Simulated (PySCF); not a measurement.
**What a change does: NMR shielding calculation on C6H15NSi**

System: C6H15NSi, SMILES CC(C)[C@@H]1CN[SiH2]C1.
Method of run A: GIAO PBE/pcSseg-1 NMR shielding, non-relativistic, gas phase (PySCF 2.14.0).

The geometry comes from this level: PBE0-D3(BJ)/def2-SVP. Text and figures count atoms from 1; the logs count them from 0 in places.

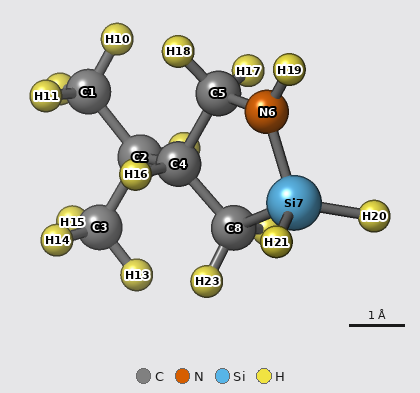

Fig. 1: The input geometry (ball-and-stick view, seen at a tilt; atoms are numbered from 1 in the order of the input).

## Input file, run A
```
{"job": {"kind": "nmr", "xc": "PBE", "basis": "pcSseg-1", "pop": false}, "charge": 0, "multiplicity": 1}
C     -2.296046    -0.357668     0.814771
C     -1.376098     0.091443    -0.317117
C     -1.960192    -0.313100    -1.666323
C      0.055187    -0.433832    -0.138815
C      0.662627    -0.074373     1.227537
N      2.089874    -0.309148     1.151187
Si     2.733982    -0.205769    -0.453881
C      1.032490     0.042777    -1.231767
H     -3.324530    -0.002042     0.648111
H     -1.972233     0.024407     1.793972
H     -2.331873    -1.458706     0.877376
H     -1.317400     1.196992    -0.290121
H     -1.366633     0.074813    -2.506759
H     -1.999428    -1.411434    -1.762599
H     -2.987182     0.067275    -1.780755
H      0.016518    -1.539520    -0.188201
H      0.412303     0.982429     1.468740
H      0.206667    -0.693024     2.019244
H      2.602302    -0.292323     2.021870
H      3.668652     0.942836    -0.702565
H      3.460884    -1.442144    -0.893140
H      0.885885     1.118912    -1.435066
H      0.890511    -0.491085    -2.182279
```

The first line tells a small driver script what to run in PySCF; the rest is the geometry in Å.

Launched with:
```bash
OMP_NUM_THREADS=1 python <driver script> task.json out
```

Hardware: 1 CPU thread, shared host.

## Output (run A)
```
coarse grid: 18504 points
cycle   1  E = -581.1149850951  dE =  4.739e-01  |g| = 7.684e-01  |ddm| = 4.218e+00
cycle   2  E = -580.7719137702  dE =  3.431e-01  |g| = 1.379e+00  |ddm| = 2.405e+00
cycle   3  E = -581.2653188662  dE = -4.934e-01  |g| = 1.495e-01  |ddm| = 1.840e+00
cycle   4  E = -581.2702303347  dE = -4.911e-03  |g| = 6.151e-02  |ddm| = 2.313e-01
cycle   5  E = -581.2710585837  dE = -8.282e-04  |g| = 1.359e-02  |ddm| = 7.105e-02
cycle   6  E = -581.2710922271  dE = -3.364e-05  |g| = 7.847e-03  |ddm| = 2.336e-02
cycle   7  E = -581.2711065811  dE = -1.435e-05  |g| = 7.295e-04  |ddm| = 7.951e-03
cycle   8  E = -581.2711066933  dE = -1.122e-07  |g| = 3.475e-04  |ddm| = 1.077e-03
final grid: 170752 points
cycle   9  E = -581.3363177566  dE = -8.541e-05  |g| = 1.760e-02  |ddm| = 6.129e-02
cycle  10  E = -581.3361596186  dE =  1.581e-04  |g| = 3.020e-02  |ddm| = 4.763e-02
cycle  11  E = -581.3363960115  dE = -2.364e-04  |g| = 2.542e-03  |ddm| = 3.341e-02
cycle  12  E = -581.3363974199  dE = -1.408e-06  |g| = 7.580e-04  |ddm| = 3.301e-03
cycle  13  E = -581.3363975473  dE = -1.274e-07  |g| = 1.559e-04  |ddm| = 9.741e-04
cycle  14  E = -581.3363975523  dE = -5.008e-09  |g| = 6.837e-05  |ddm| = 2.488e-04
cycle  15  E = -581.3363975534  dE = -1.056e-09  |g| = 1.285e-05  |ddm| = 6.865e-05
cycle  16  E = -581.3363975534  dE = -4.593e-11  |g| = 3.273e-06  |ddm| = 1.912e-05
converged SCF energy = -581.3363975534

GIAO shielding tensors (ppm)
atom      isotropic    diamagn.    paramagn.     s11        s22        s33       span
  0 C      156.118     247.138     -91.020    140.995    146.937    180.421     39.426
  1 C      140.140     245.195    -105.055    124.984    141.055    154.382     29.397
  2 C      155.546     246.627     -91.082    140.383    146.105    180.150     39.767
  3 C      128.458     251.283    -122.825    111.006    119.914    154.455     43.449
  4 C      123.391     247.937    -124.546     99.779    118.767    151.626     51.847
  5 N      235.246     320.873     -85.627    180.879    219.609    305.251    124.371
  6 Si     356.191     880.471    -524.280    303.147    339.841    425.585    122.438
  7 C      163.638     251.372     -87.734    148.326    154.936    187.651     39.326
  8 H       30.286      29.223       1.064     25.923     27.905     37.030     11.107
  9 H       30.095      31.021      -0.926     24.581     29.887     35.816     11.234
 10 H       30.556      30.674      -0.117     27.466     28.443     35.760      8.294
 11 H       30.079      33.418      -3.338     27.909     28.747     33.581      5.672
 12 H       29.624      30.762      -1.138     24.322     29.719     34.830     10.507
 13 H       30.542      30.415       0.127     27.554     28.281     35.793      8.239
 14 H       30.258      29.012       1.246     26.162     27.738     36.875     10.713
 15 H       29.833      35.118      -5.285     27.579     28.462     33.458      5.880
 16 H       28.445      32.836      -4.391     22.740     29.243     33.351     10.612
 17 H       27.716      32.239      -4.524     21.650     29.309     32.189     10.539
 18 H       31.333      30.331       1.002     21.478     28.743     43.778     22.301
 19 H       25.996      27.914      -1.918     22.643     23.365     31.981      9.339
 20 H       26.003      28.111      -2.108     22.562     23.270     32.178      9.615
 21 H       30.649      32.405      -1.756     25.886     29.523     36.537     10.650
 22 H       29.938      31.648      -1.710     25.038     28.877     35.899     10.861
```

Run B used a changed input.

## The two runs side by side

| quantity | run A | run B |
| --- | --- | --- |
| outcome | converged | converged |
| total energy (hartree) | −581.336398 | −581.413480 |
| HOMO (eV) | −5.09 | −6.45 |
| LUMO (eV) | 0.06 | 0.92 |
| dipole moment (D) | 1.02 | 0.98 |
| shielding of C1 (ppm) | 156.1 | 161.3 |
| shielding of C2 (ppm) | 140.1 | 147.3 |
| shielding of C4 (ppm) | 128.5 | 136.1 |
| shielding of C5 (ppm) | 123.4 | 130.8 |
| shielding of N6 (ppm) | 235.2 | 243.1 |
| shielding of Si7 (ppm) | 356.2 | 371.6 |
| shielding of C8 (ppm) | 163.6 | 169.7 |
| SCF iterations | 16 | 12 |
| basis functions | 218 | 218 |
| wall time (shared host) | 2.9 min | 95 s |

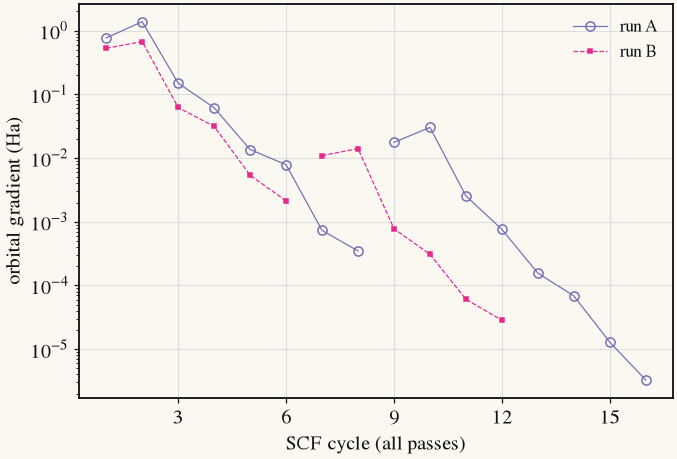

Fig. 2: Convergence of the two runs: orbital gradient against the SCF cycle. A break in a curve parts two SCF passes (coarse and final grid). Run A takes 16 cycles in all, and run B takes 12.

Which change of the input explains these differences?

The change (lines with − go, lines with + come):
```diff
-"xc": "PBE"
+"xc": "PBE0"
-"pop": false
```

The total energies belong to different methods, so their difference says nothing on which is more stable or more accurate. The HOMO goes from −5.09 to −6.45 eV. The LUMO goes from 0.06 to 0.92 eV. The dipole moment goes from 1.02 to 0.98 D. Of all shieldings, the largest change is that of Si7, by +15.4 ppm. The functional changes from PBE to PBE0. Exact exchange removes part of the self-interaction error of semilocal functionals, which pushes filled and empty levels apart. The SCF takes 12 iterations against 16.

## Output (run B)
```
coarse grid: 18504 points
cycle   1  E = -581.2945101583  dE =  6.772e-01  |g| = 5.272e-01  |ddm| = 4.143e+00
cycle   2  E = -581.2544991972  dE =  4.001e-02  |g| = 6.732e-01  |ddm| = 1.157e+00
cycle   3  E = -581.3648271673  dE = -1.103e-01  |g| = 6.208e-02  |ddm| = 7.203e-01
cycle   4  E = -581.3654835206  dE = -6.564e-04  |g| = 3.129e-02  |ddm| = 8.692e-02
cycle   5  E = -581.3657044951  dE = -2.210e-04  |g| = 5.365e-03  |ddm| = 3.114e-02
cycle   6  E = -581.3657100662  dE = -5.571e-06  |g| = 2.118e-03  |ddm| = 7.398e-03
final grid: 170752 points
cycle   7  E = -581.4134488804  dE = -7.312e-05  |g| = 1.092e-02  |ddm| = 4.292e-02
cycle   8  E = -581.4134288693  dE =  2.001e-05  |g| = 1.402e-02  |ddm| = 2.522e-02
cycle   9  E = -581.4134802401  dE = -5.137e-05  |g| = 7.741e-04  |ddm| = 1.469e-02
cycle  10  E = -581.4134803600  dE = -1.199e-07  |g| = 3.078e-04  |ddm| = 1.062e-03
cycle  11  E = -581.4134803813  dE = -2.134e-08  |g| = 6.050e-05  |ddm| = 2.882e-04
cycle  12  E = -581.4134803820  dE = -6.978e-10  |g| = 2.836e-05  |ddm| = 9.825e-05
converged SCF energy = -581.4134803820

GIAO shielding tensors (ppm)
atom      isotropic    diamagn.    paramagn.     s11        s22        s33       span
  0 C      161.291     247.349     -86.057    146.963    152.898    184.013     37.050
  1 C      147.273     244.925     -97.652    132.883    147.749    161.187     28.304
  2 C      160.634     246.783     -86.149    146.042    152.098    183.762     37.719
  3 C      136.117     251.461    -115.344    118.931    127.972    161.448     42.518
  4 C      130.754     247.004    -116.250    108.014    126.629    157.620     49.607
  5 N      243.070     322.509     -79.439    189.969    228.864    310.377    120.408
  6 Si     371.601     879.297    -507.696    323.078    355.918    435.806    112.728
  7 C      169.653     252.154     -82.501    155.521    161.139    192.299     36.778
  8 H       30.380      29.453       0.927     25.770     27.885     37.485     11.715
  9 H       30.217      30.900      -0.683     24.487     29.998     36.165     11.678
 10 H       30.638      30.637       0.001     27.356     28.406     36.151      8.794
 11 H       30.300      33.302      -3.001     27.887     28.852     34.162      6.275
 12 H       29.753      30.648      -0.895     24.224     29.814     35.221     10.997
 13 H       30.612      30.379       0.232     27.405     28.263     36.167      8.762
 14 H       30.339      29.224       1.115     25.970     27.708     37.340     11.370
 15 H       30.032      35.112      -5.080     27.559     28.635     33.901      6.343
 16 H       28.726      32.648      -3.921     22.919     29.532     33.727     10.807
 17 H       27.985      32.221      -4.236     21.709     29.499     32.745     11.036
 18 H       31.410      30.503       0.907     21.381     28.394     44.455     23.073
 19 H       26.320      27.853      -1.533     23.021     23.564     32.374      9.353
 20 H       26.321      28.043      -1.722     22.933     23.495     32.535      9.602
 21 H       30.826      32.405      -1.578     25.910     29.500     37.069     11.158
 22 H       30.151      31.755      -1.604     24.990     28.924     36.540     11.550
```
